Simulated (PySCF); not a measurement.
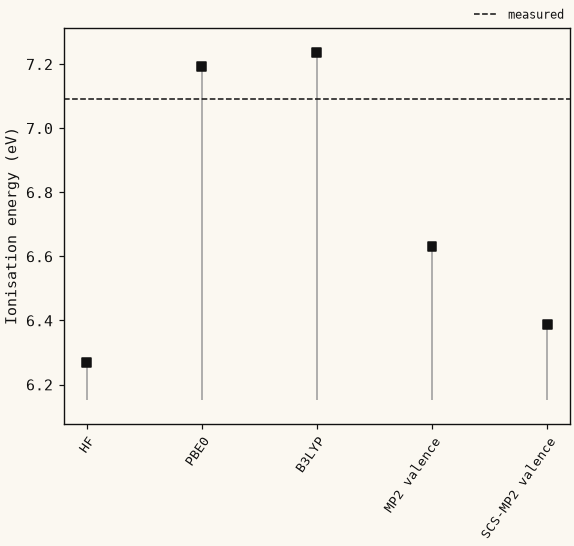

The ionisation energy of an atom or ion with 42 electrons in the configuration [Kr] 4d⁵ 5s by several methods. PySCF, x2c-SVPall, spin-free X2C-1e, unrestricted single determinants, no spin-orbit coupling. Methods marked “valence” freeze 36 core electrons.

> Name the element and charge.

Neutral molybdenum. The values run from 6.268 eV (HF) to 7.237 eV (B3LYP). The measured value is 7.092 eV; nearest to it come PBE0 (+0.100) and B3LYP (+0.145), furthest HF (−0.824 eV).
